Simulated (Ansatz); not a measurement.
**How fast states decay through CsK2BiF6**

Wanted: the relaxed cell of CsK2BiF6, its band edges and its decay constants. It is built by putting Bi for As, Cs for Li in the K2LiAsF6 structure of space group Fm-3m, with the volume rescaled by atomic radii. The parent structure comes from the Materials Project.

Method: r2SCAN DFT, plane waves, PAW files, in the first sound run; inputs show where later runs differ, in Ansatz 0.2.0.

The structure was built from a prototype and need not be the compound's stable phase.

## (1) The starting structure

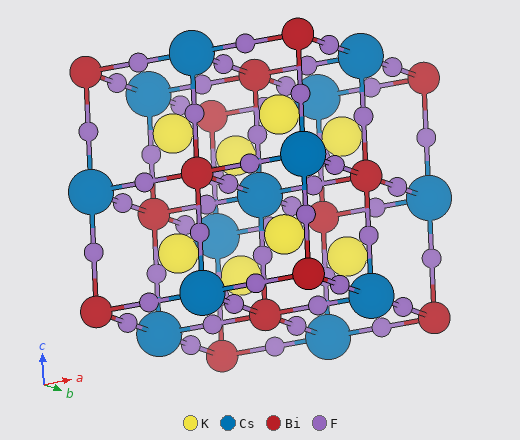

Start, viewed from a free direction; potassium yellow, caesium blue, bismuth red, fluorine purple. This picture shows the conventional cell, with its axes. Some periodic images of atoms are drawn too.

## (2) Cell and atoms at rest

The substituted atoms don't fit the parent's cell, so cell and atoms relax together. A small smearing keeps the run stable in case the gap closes on the way.

Input file input.yaml:

```yaml
crystal:
  lattice:
    - [0.0, 4.5734008199, 4.5734008199]
    - [4.5734008199, 0.0, 4.5734008199]
    - [4.5734008199, 4.5734008199, 0.0]
  atoms:
    - { symbol: K, position: [0.75, 0.75, 0.75] }
    - { symbol: K, position: [0.25, 0.25, 0.25] }
    - { symbol: Cs, position: [0.5, 0.5, 0.5] }
    - { symbol: Bi, position: [0.0, 0.0, 0.0] }
    - { symbol: F, position: [0.75166, 0.24834, 0.24834] }
    - { symbol: F, position: [0.24834, 0.24834, 0.75166] }
    - { symbol: F, position: [0.24834, 0.75166, 0.75166] }
    - { symbol: F, position: [0.24834, 0.75166, 0.24834] }
    - { symbol: F, position: [0.75166, 0.24834, 0.75166] }
    - { symbol: F, position: [0.75166, 0.75166, 0.24834] }
kpoints:
  mp_grid: { grid: [4, 4, 4] }
scf:
  occupations: { method: gaussian, width: 0.03 }
hamiltonian:
  xc: r2scan
output:
  forces: true
  stress: true
relax:
  f_tol: 0.02
  max_steps: 60
  cell: {}
```

On the command line:

```sh
ansatz run input.yaml --threads 2 --pin off --max-ram 4096MiB --backend cpu --events-out ev --progress --plain --runs-dir out
```

Numbers of over 12 decimals in the logs are rounded to 6 here.

What it wrote:

```text
Engine: ansatz 0.2.0, x86_64-unknown-linux-gnu
Pseudopotentials: kind: paw
Pseudopotential: K, paw, valence charge 9, recommended cutoff 500 eV (meta_gga), K.paw.azcp
Pseudopotential: Cs, paw, valence charge 9, recommended cutoff 500 eV (meta_gga), Cs.paw.azcp
Pseudopotential: Bi, paw, valence charge 15, recommended cutoff 500 eV (meta_gga), Bi.paw.azcp
Pseudopotential: F, paw, valence charge 7, recommended cutoff 500 eV (meta_gga), F.paw.azcp
Functional definition: r2SCAN
  parameter k0 = 0.174
  parameter k1 = 0.065
  parameter a1 = 4.9479
  exchange = r2scan_x(k0 = k0, k1 = k1, a1 = a1)
  correlation = r2scan_c
Crystal: 10 atoms, lattice volume = 191.314 Å³
Basis set: ecut = 500 eV, 4909 PW (Γ), exchange–correlation on 192×192×192 points (64 copies of the dense FFT grid, shifted against one another)
Bands: 52, of which v1, the nominal top of the filled ones, is band 42 counted from 1 (41 counted from 0)
Symmetry: 48 space group operations
Space group: Fm-3m (ITA 225), of the structure as read, at distance tolerance 5.8e-5 Å
k-points: 8 of 64
Non-local potential: K, projectors of the file, l = 0: 3, l = 1: 2, l = 2: 2
Non-local potential: Cs, projectors of the file, l = 0: 3, l = 1: 2, l = 2: 2, l = 3: 2
Non-local potential: Bi, projectors of the file, l = 0: 2, l = 1: 2, l = 2: 2, l = 3: 2
Non-local potential: F, projectors of the file, l = 0: 2, l = 1: 2, l = 2: 1
PAW form: soft (Blöchl's): semilocal exchange-correlation on the pseudo side does not see the compensation charge
PAW frozen core: K, regenerated for the run's functional (the file was generated under x = pbe(κ = 0.804, μ = 0.219515), c = pbe(β = 0.066725))
PAW frozen core: Cs, regenerated for the run's functional (the file was generated under x = pbe(κ = 0.804, μ = 0.219515), c = pbe(β = 0.066725))
PAW frozen core: Bi, regenerated for the run's functional (the file was generated under x = pbe(κ = 0.804, μ = 0.219515), c = pbe(β = 0.066725))
PAW frozen core: F, regenerated for the run's functional (the file was generated under x = pbe(κ = 0.804, μ = 0.219515), c = pbe(β = 0.066725))
PAW one-centre angular grid: K, 302 points (default); XC on 160 Gauss nodes
PAW one-centre angular grid: Cs, 302 points (default); XC on 160 Gauss nodes
PAW one-centre angular grid: Bi, 590 points (default); XC on 160 Gauss nodes
PAW one-centre angular grid: F, 302 points (default); XC on 160 Gauss nodes
Initial density: superposition of atomic densities (neutral atoms: chi_scale 0, normalization atom), corrected by the library's trained network
Initial wavefunctions: pseudopotential atomic-orbital guess
Functional: x = r2scan, c = r2scan; τ floored in thin density (d = 2e-4 eV/Å³)
SCF iter   1: F=—  HF=-26045.513654 eV  |F-HF|=—  |Δ(HF+E_count)|=         —  Δρ=8.07e-3  dr2=1.15e-1  dr2_τ=2.29e-1  ethr=1.77e-3  ⟨swp⟩=9.2  Hψ=1883  notcnv=0  defer=7
preconditioner: auto → Resta (q_TF=auto, 2.379 Å⁻¹)  ε∞=2.8  [insulator: Δε(μ)=3.839 eV  Ē_g=18.104 eV  σ=0.030 eV  W_gap=1.00  n_scr=50 (ndim 8)  ℏωp=24.0 eV  f_vac=0.128  D(μ)=0.00/eV (n_scr^D=0)  ε∞_Penn≈2.8]
SCF iter   2: F=—  HF=-26045.761064 eV  |F-HF|=—  |Δ(HF+E_count)|=   2.47e-1  Δρ=3.65e-3  dr2=1.17e-2  dr2_τ=2.50e-3  ethr=1.37e-4  ⟨swp⟩=3.0  Hψ=883  notcnv=0  defer=37
SCF iter   3: F=—  HF=-26045.764909 eV  |F-HF|=—  |Δ(HF+E_count)|=   3.85e-3  Δρ=1.39e-3  dr2=2.76e-3  dr2_τ=3.00e-4  ethr=1.40e-5  ⟨swp⟩=2.9  Hψ=713  notcnv=0  defer=29
automatic band count: iteration 3 solves 51 bands in place of 52: the levels show a gap, and the empty bands left out lie too high to hold charge; the band table lists the bands solved (type scf.n_extra_bands for more)
SCF iter   4: F=—  HF=-26045.764889 eV  |F-HF|=—  |Δ(HF+E_count)|=   1.95e-5  Δρ=2.99e-4  dr2=1.34e-4  dr2_τ=1.39e-5  ethr=3.29e-6  ⟨swp⟩=2.1  Hψ=576  notcnv=0  defer=29
SCF iter   5: F=—  HF=-26045.764897 eV  |F-HF|=—  |Δ(HF+E_count)|=   7.34e-6  Δρ=8.06e-5  dr2=1.35e-5  dr2_τ=6.92e-7  ethr=1.60e-7  ⟨swp⟩=2.0  Hψ=610  notcnv=0  defer=29
SCF iter   6: F=—  HF=-26045.764763 eV  |F-HF|=—  |Δ(HF+E_count)|=   1.33e-4  Δρ=1.37e-5  dr2=3.36e-7  dr2_τ=6.28e-8  ethr=1.61e-8  ⟨swp⟩=2.0  Hψ=603  notcnv=0  defer=29
SCF iter   7: F=-26045.764763 eV  HF=-26045.764763 eV  |F-HF|=4.46e-9  |Δ(HF+E_count)|=   1.71e-7  Δρ=4.57e-6  dr2=3.29e-8  dr2_τ=2.09e-9  ethr=1.19e-10  ⟨swp⟩=5.0  Hψ=1659  notcnv=0
SCF 1 converged in 7 iterations: F = -26045.764763 eV  dr2 = 3.29e-8
  greatest PAW one-centre occupation: 0.992 electrons in one spin orbital (limit 2), on the Bi atom at site 3 (counted from 0), in its partial waves of l = 2
relax step   1: F+E_penalty+E_count = -26045.76476347 eV  Δ(F+E_penalty+E_count) = +0.000e0 eV  max|allowed force component| = 3.745e0 eV/Å  Δτ_max = 0.0000 Å  P = +14.012 GPa  Ω = 191.314 Å³  (7 SCF iters, dr2 threshold 1.00e-7 eV, accepted)
Crystal: 10 atoms, lattice volume = 215.512 Å³
Basis set: ecut = 500 eV, 5577 PW (Γ), exchange–correlation on 192×192×192 points (64 copies of the dense FFT grid, shifted against one another)
Initial density: handed on by an earlier stage of this run
Initial wavefunctions: those handed on with the density
iter 1 solved again at ethr=6.31e-4 eV; its pass at ethr=3.10e-3 eV (dr2=5.30e-1 eV) is discarded
SCF iter   1: F=—  HF=-26046.107973 eV  |F-HF|=—  |Δ(HF+E_count)|=         —  Δρ=2.40e-2  dr2=5.29e-1  dr2_τ=1.56e1  ethr=6.31e-4  ⟨swp⟩=1.0  Hψ=2076  notcnv=0
automatic band count: iteration 1 solves 48 bands in place of 52: the levels show a gap, and the empty bands left out lie too high to hold charge; the band table lists the bands solved (type scf.n_extra_bands for more)
preconditioner: auto → Resta (q_TF=auto, 2.332 Å⁻¹)  ε∞=2.8  [insulator: Δε(μ)=3.259 eV  Ē_g=17.026 eV  σ=0.030 eV  W_gap=1.00  n_scr=58 (ndim 8)  ℏωp=22.6 eV  f_vac=0.221  D(μ)=0.00/eV (n_scr^D=0)  ε∞_Penn≈2.8]
SCF iter   2: F=—  HF=-26048.980506 eV  |F-HF|=—  |Δ(HF+E_count)|=    2.87e0  Δρ=1.21e-2  dr2=1.46e-1  dr2_τ=2.73e-2  ethr=6.30e-4  ⟨swp⟩=4.1  Hψ=843  notcnv=0
SCF iter   3: F=—  HF=-26048.954174 eV  |F-HF|=—  |Δ(HF+E_count)|=   2.63e-2  Δρ=5.09e-3  dr2=2.81e-2  dr2_τ=6.16e-3  ethr=1.74e-4  ⟨swp⟩=2.9  Hψ=623  notcnv=0  defer=13
SCF iter   4: F=—  HF=-26048.952709 eV  |F-HF|=—  |Δ(HF+E_count)|=   1.47e-3  Δρ=2.13e-3  dr2=4.51e-3  dr2_τ=6.87e-4  ethr=3.34e-5  ⟨swp⟩=2.6  Hψ=565  notcnv=0  defer=13
SCF iter   5: F=—  HF=-26048.952828 eV  |F-HF|=—  |Δ(HF+E_count)|=   1.19e-4  Δρ=5.35e-4  dr2=3.69e-4  dr2_τ=3.97e-5  ethr=5.37e-6  ⟨swp⟩=2.2  Hψ=611  notcnv=0  defer=13
[...]
SCF iter   3: F=—  HF=-26049.479330 eV  |F-HF|=—  |Δ(HF+E_count)|=   7.28e-3  Δρ=1.52e-3  dr2=7.43e-3  dr2_τ=3.03e-4  ethr=3.47e-5  ⟨swp⟩=2.0  Hψ=603  notcnv=0  defer=13
SCF iter   4: F=—  HF=-26049.477147 eV  |F-HF|=—  |Δ(HF+E_count)|=   2.18e-3  Δρ=4.52e-4  dr2=5.73e-4  dr2_τ=3.28e-5  ethr=8.85e-6  ⟨swp⟩=2.1  Hψ=631  notcnv=0  defer=13
SCF iter   5: F=—  HF=-26049.477065 eV  |F-HF|=—  |Δ(HF+E_count)|=   8.16e-5  Δρ=1.40e-4  dr2=3.31e-5  dr2_τ=3.89e-6  ethr=6.82e-7  ⟨swp⟩=2.6  Hψ=683  notcnv=0  defer=13
SCF iter   6: F=—  HF=-26049.477102 eV  |F-HF|=—  |Δ(HF+E_count)|=   3.68e-5  Δρ=1.85e-5  dr2=1.08e-6  dr2_τ=9.13e-8  ethr=3.94e-8  ⟨swp⟩=2.0  Hψ=707  notcnv=0  defer=13
SCF iter   7: F=-26049.477103 eV  HF=-26049.477103 eV  |F-HF|=2.67e-8  |Δ(HF+E_count)|=   1.23e-6  Δρ=3.33e-6  dr2=4.39e-8  dr2_τ=2.46e-9  ethr=1.19e-9  ⟨swp⟩=5.0  Hψ=1418  notcnv=0
SCF 3 converged in 7 iterations: F = -26049.477103 eV  dr2 = 4.39e-8
  greatest PAW one-centre occupation: 0.993 electrons in one spin orbital (limit 2), on the Bi atom at site 3 (counted from 0), in its partial waves of l = 2
relax step   3: F+E_penalty+E_count = -26049.47710348 eV  Δ(F+E_penalty+E_count) = -5.243e-1 eV  max|allowed force component| = 9.067e-2 eV/Å  Δτ_max = 0.0052 Å  P = +2.554 GPa  Ω = 232.879 Å³  energy of the carried Pulay correction = -1.742e-2 eV  (7 SCF iters, dr2 threshold 1.00e-6 eV, accepted)
[...]
relax step   4: F+E_penalty+E_count = -26049.60206191 eV  Δ(F+E_penalty+E_count) = -1.250e-1 eV  max|allowed force component| = 1.113e-1 eV/Å  Δτ_max = 0.0171 Å  P = +0.481 GPa  Ω = 245.755 Å³  energy of the carried Pulay correction = -2.181e-2 eV  (6 SCF iters, dr2 threshold 1.00e-6 eV, accepted)
[...]
relax step   5: F+E_penalty+E_count = -26049.61067928 eV  Δ(F+E_penalty+E_count) = -8.617e-3 eV  max|allowed force component| = 8.743e-2 eV/Å  Δτ_max = 0.0201 Å  P = +0.027 GPa  Ω = 251.694 Å³  energy of the carried Pulay correction = -2.370e-2 eV  (6 SCF iters, dr2 threshold 7.74e-7 eV, accepted)
[...]
relax step   6: F+E_penalty+E_count = -26049.61273571 eV  Δ(F+E_penalty+E_count) = -2.056e-3 eV  max|allowed force component| = 4.278e-4 eV/Å  Δτ_max = 0.0064 Å  P = -0.000 GPa  Ω = 250.773 Å³  energy of the carried Pulay correction = -2.341e-2 eV  (5 SCF iters, dr2 threshold 4.78e-7 eV, accepted)
[...]
relax step   7: F+E_penalty+E_count = -26049.63633495 eV  Δ(F+E_penalty+E_count) = -2.360e-2 eV  max|allowed force component| = 7.267e-4 eV/Å  Δτ_max = 0.0000 Å  P = +0.151 GPa  Ω = 250.773 Å³  stress off target by 1.51e-1 GPa  SCF on the basis re-selected at this cell (its energy is not comparable with the rows above)  (7 SCF iters)
[...]
relax step   8: F+E_penalty+E_count = -26049.63656715 eV  Δ(F+E_penalty+E_count) = -2.322e-4 eV  max|allowed force component| = 5.328e-6 eV/Å  Δτ_max = 0.0018 Å  P = +0.020 GPa  Ω = 251.979 Å³  energy of the carried Pulay correction = -4.043e-4 eV  (6 SCF iters, dr2 threshold 5.72e-8 eV, accepted)
iter 1 solved again at ethr=1.03e-7 eV; its pass at ethr=3.10e-3 eV (dr2=8.64e-5 eV) is discarded
SCF iter   1: F=—  HF=-26049.637081 eV  |F-HF|=—  |Δ(HF+E_count)|=         —  Δρ=2.71e-5  dr2=8.83e-8  dr2_τ=1.96e-7  ethr=1.03e-7  ⟨swp⟩=4.1  Hψ=3170  notcnv=0
preconditioner: auto → Resta (q_TF=auto, 2.272 Å⁻¹)  ε∞=2.5  [insulator: Δε(μ)=4.187 eV  Ē_g=17.285 eV  σ=0.030 eV  W_gap=1.00  n_scr=58 (ndim 8)  ℏωp=20.9 eV  f_vac=0.285  D(μ)=0.00/eV (n_scr^D=0)  ε∞_Penn≈2.5]
SCF iter   2: F=—  HF=-26049.637015 eV  |F-HF|=—  |Δ(HF+E_count)|=   6.54e-5  Δρ=1.36e-5  dr2=2.40e-8  dr2_τ=3.13e-7  ethr=1.05e-10  ⟨swp⟩=3.2  Hψ=996  notcnv=0
SCF iter   3: F=—  HF=-26049.637005 eV  |F-HF|=—  |Δ(HF+E_count)|=   1.07e-5  Δρ=2.32e-6  dr2=4.86e-9  dr2_τ=3.88e-9  ethr=2.85e-11  ⟨swp⟩=2.0  Hψ=752  notcnv=0
SCF iter   4: F=—  HF=-26049.637005 eV  |F-HF|=—  |Δ(HF+E_count)|=   1.03e-7  Δρ=2.64e-7  dr2=1.48e-10  dr2_τ=4.15e-11  ethr=5.79e-12  ⟨swp⟩=2.0  Hψ=720  notcnv=0
SCF iter   5: F=-26049.637005 eV  HF=-26049.637005 eV  |F-HF|=1.89e-10  |Δ(HF+E_count)|=  2.55e-10  Δρ=9.83e-8  dr2=3.03e-11  dr2_τ=6.73e-12  ethr=1.00e-12  ⟨swp⟩=4.0  Hψ=1416  notcnv=0
SCF 9 converged in 5 iterations: F = -26049.637005 eV  dr2 = 3.03e-11
relax step   9: F+E_penalty+E_count = -26049.63700465 eV  Δ(F+E_penalty+E_count) = -4.375e-4 eV  max|allowed force component| = 1.167e-6 eV/Å  Δτ_max = 0.0000 Å  P = +0.018 GPa  Ω = 251.979 Å³  stress off target by 1.80e-2 GPa  SCF on the basis re-selected at this cell (its energy is not comparable with the rows above)  (5 SCF iters)
basis re-selected at this cell: Δ(F+E_penalty+E_count) = -4.375e-4 eV, ΔP = -0.002 GPa vs the last step (what re-selecting the basis moved, of the pressure what is left beyond the Pulay correction that the steps carried, after the strain that the cell walked since its last selection, with what the two solves' SCF thresholds leave and, on support functions, any second-order correction that the steps lacked; it is no m [...]
SCF converged after 5 iterations
Free energy (F): -26049.637005 eV
Harris-Foulkes:  -26049.637005 eV  (|F-HF|=1.89e-10)
Internal energy: -26049.637005 eV  (E = F + TS)
E sigma→0 (E₀):  -26049.637005 eV
Fermi energy:    4.206022 eV
--- Per-component energies (eV) ---
  E_band       = -800.708166
  E_kinetic    = 2198.791763
  E_local      = -8163.941322  (includes V_loc(G=0)·N_el)
  E_nonlocal   = 1057.372668
  E_hartree    = 3082.244027
  E_xc         = -1051.199954
  E_vxc        = -1373.172316  (∫ρ·V_xc dr)
  E_paw        = -18572.931083  (= ΣΔE_a)
  E_vpaw       = -778.529584  (= ΣTr[D̂ρ^β])
  E_aug_tail   = 0.006054  (compensation charges beyond the density's cutoff)
  E_vtau       = 94.276345  (kinetic-family band-sum trace: ∫τ·v_τ [+ j·A + Jᵃ·Aᵃ] dr)
  E_ewald      = -4600.323865
  E_core_change = 0.344707  (= ΣΔE_core)
  E_smearing   = -0.000000  (= −TS)
  E_closure    = 0.000000  (closes the sum)
  Σ components = -26049.637005   (vs F -26049.637005, Δ=0.00e0)
--- Forces (eV/Å), atoms counted from 1 ---
  atom   1  K      0.00000000     0.00000000     0.00000000
  atom   2  K     -0.00000000    -0.00000000     0.00000000
  atom   3  Cs     0.00000000    -0.00000000    -0.00000000
  atom   4  Bi     0.00000000    -0.00000000     0.00000000
  atom   5  F      0.00000117    -0.00000000     0.00000000
  atom   6  F     -0.00000000     0.00000000     0.00000117
  atom   7  F     -0.00000117     0.00000000     0.00000000
  atom   8  F      0.00000000     0.00000117     0.00000000
  atom   9  F     -0.00000000    -0.00000117    -0.00000000
  atom  10  F      0.00000000     0.00000000    -0.00000117
  max |Σ_I F_I| component: 1.25e-18 eV/Å
--- Stress (GPa, compression-positive) ---
        0.018003      -0.000000      -0.000000
       -0.000000       0.018003      -0.000000
       -0.000000       0.000000       0.018003
  P = ⅓ Tr σ = 0.0180 GPa (0.180 kbar)
--- Relaxed structure (7 steps of the walk, 7 accepted, 2 SCFs on fresh bases) ---
  F+E_penalty+E_count = -26049.63700465 eV   max|allowed force component| = 1.167e-6 eV/Å   (the final SCF, on the basis selected at the relaxed cell)
  cell:  # Å, volume = 251.9788 Å³
    - [0, 5.013157, 5.013157]
    - [5.013157, 0, 5.013157]
    - [5.013157, 5.013157, 0]
  atoms:
    - { symbol: K, position: [0.750000, 0.750000, 0.750000] }
    - { symbol: K, position: [0.25, 0.25, 0.25] }
    - { symbol: Cs, position: [0.5, 0.5, 0.5] }
    - { symbol: Bi, position: [-1.6784339889468175e-18, -1.754295412176043e-18, 1.7542954121760456e-18] }
    - { symbol: F, position: [0.775982, 0.224018, 0.224018] }
    - { symbol: F, position: [0.224018, 0.224018, 0.775982] }
    - { symbol: F, position: [0.224018, 0.775982, 0.775982] }
    - { symbol: F, position: [0.224018, 0.775982, 0.224018] }
    - { symbol: F, position: [0.775982, 0.224018, 0.775982] }
    - { symbol: F, position: [0.775982, 0.775982, 0.224018] }
```

Elapsed: 43 s, on 2 threads of AMD EPYC 7B13 (Zen 3), shared host; peak memory 1.4 GiB.

The steps of the relaxation:

| step | energy less that of the first step (eV) | largest force component (eV/Å) | pressure (GPa) | volume (Å³) |
| --- | --- | --- | --- | --- |
| 1 | 0.0000 | 3.7451 | 14.01 | 191.31 |
| 2 | -3.1880 | 0.5888 | 7.41 | 215.51 |
| 3 | -3.7123 | 0.0907 | 2.55 | 232.88 |
| 4 | -3.8373 | 0.1113 | 0.48 | 245.76 |
| 5 | -3.8459 | 0.0874 | 0.03 | 251.69 |
| 6 | -3.8480 | 0.0004 | 0.00 | 250.77 |
| 7* | -3.8716 | 0.0007 | 0.15 | 250.77 |
| 8 | -3.8718 | 0.0000 | 0.02 | 251.98 |
| 9* | -3.8722 | 0.0000 | 0.02 | 251.98 |

Relaxation steps marked * repeat the geometry before them on a plane-wave basis chosen anew for their cell, so energy and pressure can jump there.

The run keeps the 48 symmetry operations that it works with, so distortions that break them were not tested.

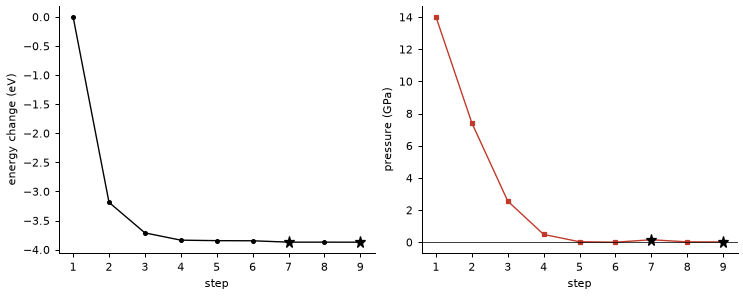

Energy and pressure along the relaxation. Stars mark steps on a basis chosen anew.

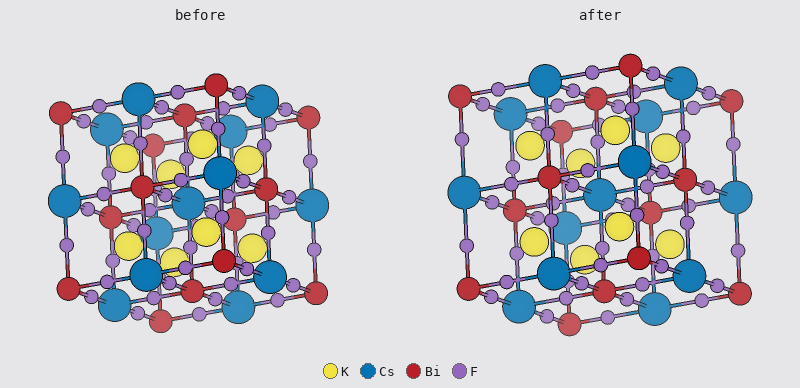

Before and after, at one scale.

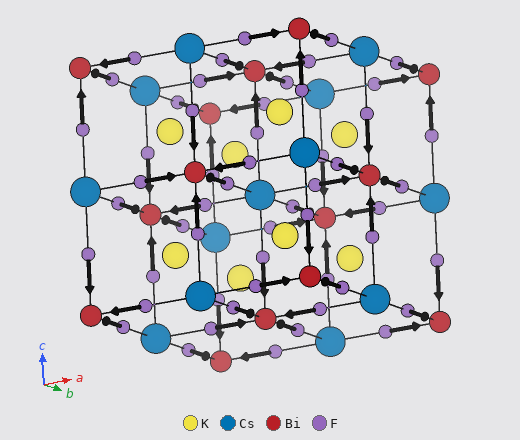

Displacements in the relaxation, exaggerated, measured against the changing cell; the longest in the cell stands for 0.24 Å. Some periodic images of atoms are drawn too.

| conventional cell, symmetrised | before | after | change |
| --- | --- | --- | --- |
| a (Å) | 9.147 | 10.026 | +9.6 % |
| b (Å) | 9.147 | 10.026 | +9.6 % |
| c (Å) | 9.147 | 10.026 | +9.6 % |
| volume (Å³/atom) | 19.13 | 25.20 | +31.7 % |

The atoms that moved most (Å, as changes of fractional coordinates times the final cell):

| atom | dx | dy | dz | length |
| --- | --- | --- | --- | --- |
| F7 | 0.244 | 0.000 | 0.000 | 0.244 |
| F9 | 0.000 | 0.244 | 0.000 | 0.244 |
| F10 | 0.000 | 0.000 | 0.244 | 0.244 |
| F5 | -0.244 | 0.000 | 0.000 | 0.244 |
| F8 | 0.000 | -0.244 | 0.000 | 0.244 |
| F6 | 0.000 | 0.000 | -0.244 | 0.244 |

This step gave:

```
free energy  : -26049.6370 eV
Fermi energy : 4.206 eV
pressure     : 0.01800 GPa
```

The largest force component on a free atom ends at 1.2e-6 eV/Å.

(Part 1 of 3 ends here.)

[Logs are printed without paths, hosts, clocks, repeated set-up lines and the standing remarks that a program may print on its own settings, such as how far it seeks lower states.]

[Hosts, paths, dates, database ids (printed as entryN), source tags and the programs' standing remarks are cut or masked in the printed files.]
